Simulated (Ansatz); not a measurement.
# AlSiH3Cl2 (SMILES [SiH3][Al]([Cl])[Cl]): CAM-B3LYP/def2-SVP

What is the electronic atomisation energy of AlSiH3Cl2 at CAM-B3LYP/def2-SVP? 

The results are computed with Ansatz 0.2.0.

45 further runs of the same task are left out: 45 set aside as unsound or not needed. Runs told in other sessions of the task aren't counted.

### 1 The structure to begin with

AlSiH3Cl2: 7 atoms, total charge 0, spin state singlet. As SMILES, `[SiH3][Al]([Cl])[Cl]`. Geometry: relaxed at PBE0-D4/def2-TZVP.

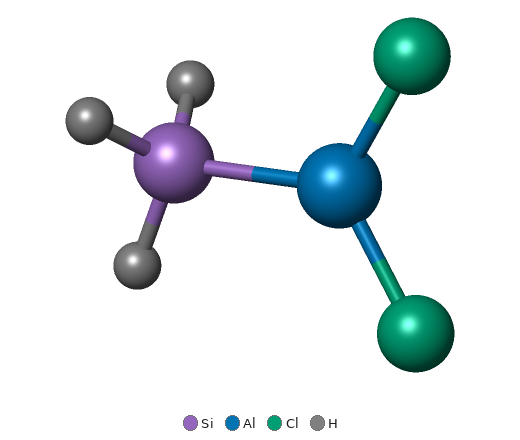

Viewed from a chosen angle; silicon purple, aluminium blue, chlorine teal, hydrogen grey.

### 2 A single-point energy at CAM-B3LYP/def2-SVP

File run.yaml:

```yaml
crystal:
  periodic: [false, false, false]
  atoms:
    - {symbol: Si, position_ang: [-0.434800, 0.999700, -0.278300]}
    - {symbol: Al, position_ang: [0.497800, -1.172400, 0.296300]}
    - {symbol: Cl, position_ang: [2.290200, -1.318600, 1.363300]}
    - {symbol: Cl, position_ang: [-0.432100, -2.964700, -0.245300]}
    - {symbol: H, position_ang: [-1.709600, 0.853800, -1.028500]}
    - {symbol: H, position_ang: [-0.687900, 1.781100, 0.962600]}
    - {symbol: H, position_ang: [0.537600, 1.753200, -1.115800]}
basis:
  gaussian:
    orbitals: def2-SVP
hamiltonian:
  xc: {name: CAM-B3LYP}
accuracy: high
output: {orbitals: {seedname: orbitals}}
```

Started as:

```sh
$ ansatz run run.yaml --threads 1 --pin off --max-ram 2610MiB --events-out events.jsonl --progress --plain --runs-dir runs
```

Output:

```text
Warning: RAYON_NUM_THREADS=1 ignored (pool sized by the plan → 1); use --threads N
Functional definition: CAM-B3LYP
  name "CAM-B3LYP"
  parameter alpha = 0.19
  parameter beta = 0.46
  parameter omega = 0.33/bohr
  parameter ac = 0.81
  exchange = (1 - alpha - beta)*b88_x + beta*b88_x_sr(omega) + alpha*exact_x + beta*exact_x_lr(omega)
  correlation = (1 - ac)*vwn5_c + ac*lyp_c
1713 factors; integrals over basis functions are off by at most 5.6e-9 eV
453 factors; integrals over basis functions are off by at most 1.9e-9 eV
mean field evaluation 1: about -39559.7684 eV, gradient 1.7e1 eV
mean field evaluation 2: about -39560.1669 eV, gradient 1.5e1 eV
mean field evaluation 4: about -39560.7246 eV, gradient 9.2e-1 eV
mean field evaluation 8: about -39560.8169 eV, gradient 1.4e-2 eV
mean field evaluation 16: about -39560.8169 eV, gradient 1.2e-5 eV
mean field -39560.81688289 eV, -1453.8332051615 hartree, gradient 2.1e-8 eV, S^2 0.000000; 0 other end points of the search recorded, 0 dependent functions left out
reference -39560.81690353 eV, -1453.8332059198 hartree; 32, 32 occupied and 55, 55 virtual orbitals, 1713 factors
Total energy: -39560.81690353 eV, -1453.8332059198 hartree
```

Wall time 9.3 s (1 thread of Arm Neoverse V2, shared host); peak memory 0.34 GiB.

### 3 The Al atom at the same level

File molecule.yaml:

```yaml
crystal:
  periodic: [false, false, false]
  atoms:
    - {symbol: Al, position_ang: [0.000000, 0.000000, 0.000000]}
basis:
  gaussian: {orbitals: def2-SVP}
magnetization: {spin_polarized: true, initial_magnetization: 1}
hamiltonian: {xc: {name: CAM-B3LYP}}
accuracy: high
```

Run the same way, it converges to -242.28167 Eh (log not shown).

### 4 The Cl atom

molecule.yaml: that of step 3 with these lines changed.

```diff
@@ -3,3 +3,3 @@
   atoms:
-    - {symbol: Al, position_ang: [0.000000, 0.000000, 0.000000]}
+    - {symbol: Cl, position_ang: [0.000000, 0.000000, 0.000000]}
 basis:
```

Run the same way, it converges to -460.00469 Eh (log not shown).

### 5 The H atom, same level

File run.yaml:

```yaml
crystal:
  periodic: [false, false, false]
  atoms:
    - symbol: H
      position_ang: [0.000000, 0.000000, 0.000000]
basis:
  gaussian: {orbitals: def2-SVP}
total_charge: 0
magnetization: {spin_polarized: true, initial_magnetization: 1}
hamiltonian: {xc: {name: CAM-B3LYP}}
accuracy: high
```

Run the same way, it converges to -0.49790 Eh (log not shown).

### 6 The Si atom

File input.yaml:

```yaml
crystal:
  periodic: [false, false, false]
  atoms:
    - {symbol: Si, position_ang: [0.000000, 0.000000, 0.000000]}
basis:
  gaussian: {orbitals: def2-SVP}
hamiltonian: {xc: {name: CAM-B3LYP}}
accuracy: high
magnetization: {spin_polarized: true, initial_magnetization: 2}
```

Run the same way, it converges to -289.27834 Eh (log not shown).

### 7 What came out

At CAM-B3LYP/def2-SVP:

```
                     quantity           value
       molecule: total energy  -1453.83321 Eh
        molecule: HOMO energy        -9.49 eV
        molecule: LUMO energy        -0.67 eV
      molecule: HOMO–LUMO gap         8.82 eV
        Al atom: total energy   -242.28167 Eh
                Al atom: ⟨S²⟩           0.753
        Cl atom: total energy   -460.00469 Eh
                Cl atom: ⟨S²⟩           0.752
         H atom: total energy     -0.49790 Eh
                 H atom: ⟨S²⟩           0.750
        Si atom: total energy   -289.27834 Eh
                Si atom: ⟨S²⟩           2.003
electronic atomisation energy       20.956 eV
```

Taking the molecule apart into free atoms costs 20.96 eV (2022 kJ/mol), before zero-point energy and without spin-orbit coupling.
